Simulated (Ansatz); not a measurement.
Cu2SiO3

```cif
data_structure
_symmetry_space_group_name_H-M 'P 1'
_symmetry_Int_Tables_number 1
_cell_length_a 2.6862
_cell_length_b 2.6863
_cell_length_c 12.4291
_cell_angle_alpha 89.314
_cell_angle_beta 88.876
_cell_angle_gamma 60.001
_cell_volume 77.66
loop_
_atom_site_label
_atom_site_type_symbol
_atom_site_fract_x
_atom_site_fract_y
_atom_site_fract_z
_atom_site_occupancy
Cu1 Cu 0.65300 0.67379 0.10340 1
Cu2 Cu 0.33753 0.34343 0.89025 1
Si1 Si 0.98414 0.02290 0.49636 1
O1 O 0.64464 0.68859 0.56959 1
O2 O 0.32364 0.35720 0.42313 1
O3 O 0.99521 0.00865 0.99682 1
```

Space group P1; a structure from a database of computed crystals, not necessarily the ambient phase; started from the Sn2GeTe3-164 prototype, which need not be the ambient phase; changed on purpose from its base cell (shaken); computed without spin polarisation.

These are results of Ansatz, DFT, PBEsol, plane waves, PAW, not measurements.

The density is the valence pseudo-density of a PAW calculation; it isn't the true density close to the nuclei.

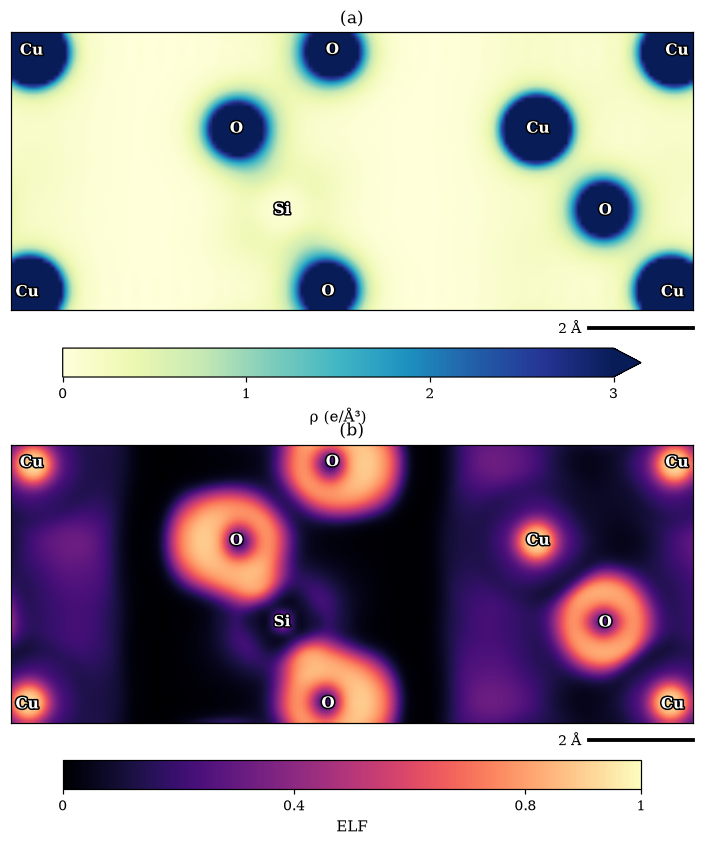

Figure 1. (a) valence electron density; (b) ELF on the (11̄0) plane of the conventional cell.

Question: What do the fields say about this system?

Answer: The section cuts through Cu, Si and O sites.
Si–O (1.80 Å): ρ is about 0.91 e/Å³ halfway; the ELF peaks at about 0.85 between the atoms.
Cu–O (2.04 Å): the density is about 0.52 e/Å³ at the midpoint; the ELF peaks at about 0.80 in the valence shell of O, 0.6 Å from its nucleus, and is about 0.15 at the midpoint; no localised pair shows between them.
The density dies away to nearly zero in the voids.
The ELF also peaks beside O, away from the bonds: lone-pair regions.
The features right at Cu lie inside the PAW spheres, where the map follows smoothed inner orbitals and isn't to be read closely.

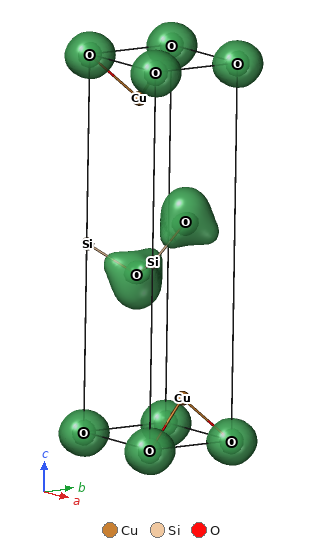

Figure 2. Isosurface of the electron localisation function at 0.7 (green), seen at an oblique angle. Core shells and regions of very low density are left out. Sticks mark near contacts.

Question: Describe the localisation domains.

Answer: The surface consists of two regions on O in which the atom's valence shell and bonds are merged and one region wrapped around O (its valence shell), counted in one cell of 6 atoms. Regions shared between cells count once.
